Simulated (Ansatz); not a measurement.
# AlBFHSe (SMILES FB[Se][Al]): what the fields show

| atom | x (Å) | y (Å) | z (Å) |
| --- | --- | --- | --- |
| Al | -0.0381 | -1.9208 | 3.0950 |
| B | -2.1629 | -2.1364 | 0.9714 |
| F | -1.1206 | -2.9775 | 0.8226 |
| Se | -2.1923 | -0.9224 | 2.4656 |
| H | -3.0381 | -2.1914 | 0.1438 |

Geometry: PBE0-D3(BJ)/def2-SVP.

Theory: Ansatz, isolated molecule in a Gaussian basis; Kohn-Sham density functional theory, functional PBE0.

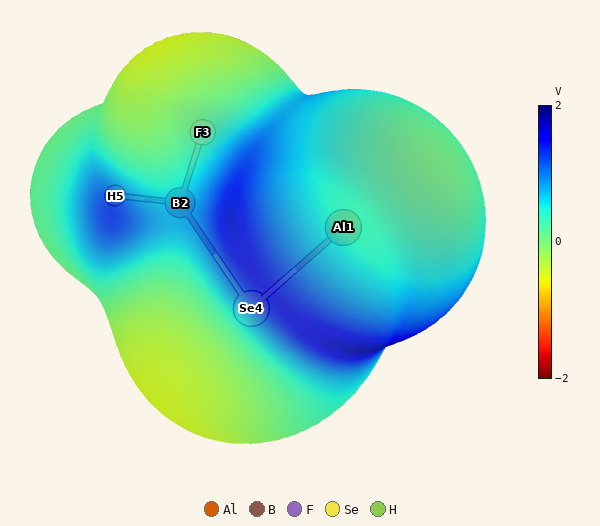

Figure 1. The molecular electrostatic potential painted on the density surface at 0.002 e/bohr³, seen at a tilt; red is negative and blue positive.

Describe the electrostatic potential map.

Answer. The most negative region (about −0.5 V) lies over F3 and Se4, the most positive (about +1.9 V) over Al1.

What dipole moment does the calculation give?

Answer. Its dipole moment is 1.04 D.

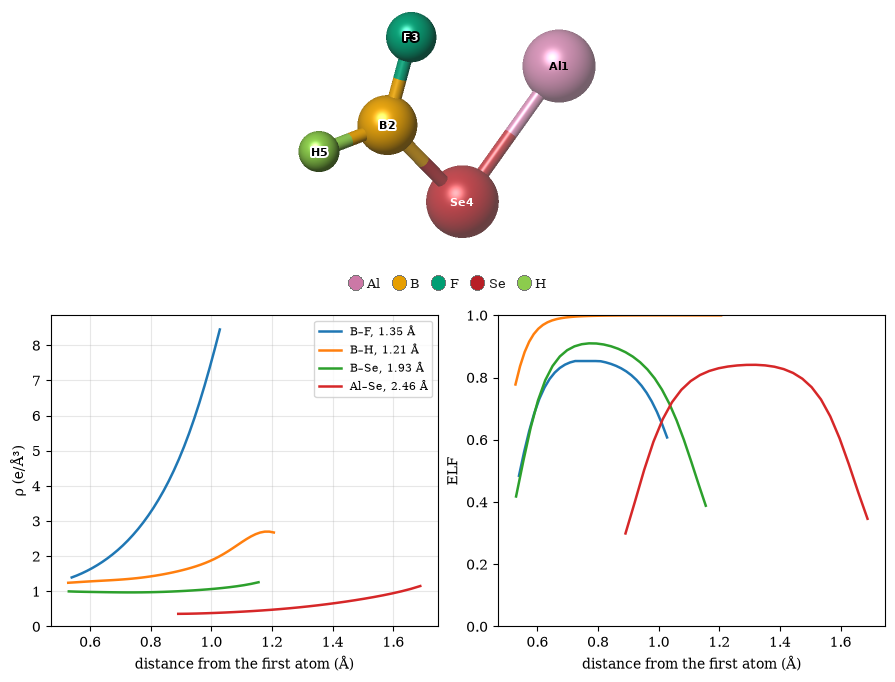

Figure 2. Electron density and ELF along straight lines between neighbouring atoms. The curves leave out the atomic cores. The structure is drawn too.

What can be read from the curves?

Answer. B–F (1.35 Å): ρ is about 2.1 e/Å³ halfway; the ELF peaks at about 0.85 between the atoms, as expected for a shared but strongly polarised pair.
B–H (1.21 Å): ρ at the midpoint is about 1.3 e/Å³; the ELF climbs to about 1 towards the hydrogen, as it does in any bond to H (an ordinary covalent bond to hydrogen).
B–Se (1.93 Å): the density is about 1 e/Å³ at the midpoint; the ELF peaks at about 0.90 between the atoms, as expected for a covalent bond.
Al–Se (2.46 Å): ρ is about 0.5 e/Å³ halfway; the ELF peaks at about 0.85 in the valence shell of Se, 1.1 Å from its nucleus, and is about 0.85 at the midpoint.

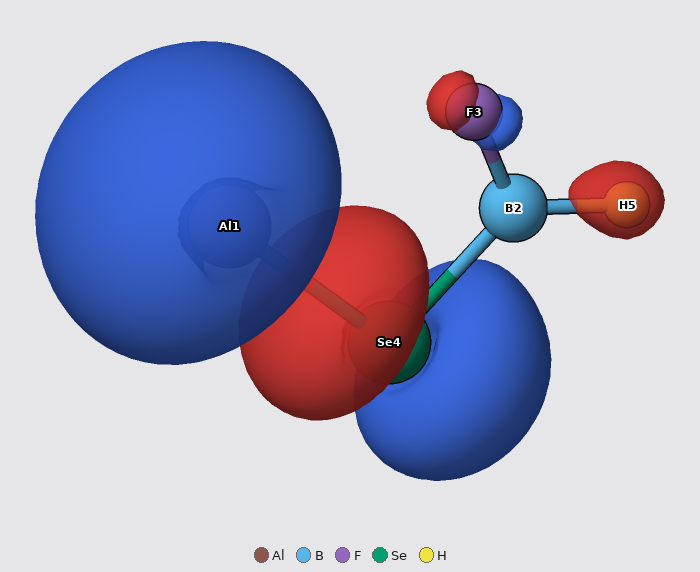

Figure 3. The HOMO at ±0.1 Å⁻³ᐟ² (blue and red are the two phases), seen at an oblique angle.

Describe this orbital and give its energy.

Answer. By Hirshfeld shares it lies mainly on Al1 (about 60 %) and Se4 (about 35 %); it is symmetric in the molecular plane (an in-plane orbital: σ, lone-pair or in-plane π type). Its energy is −6.37 eV.
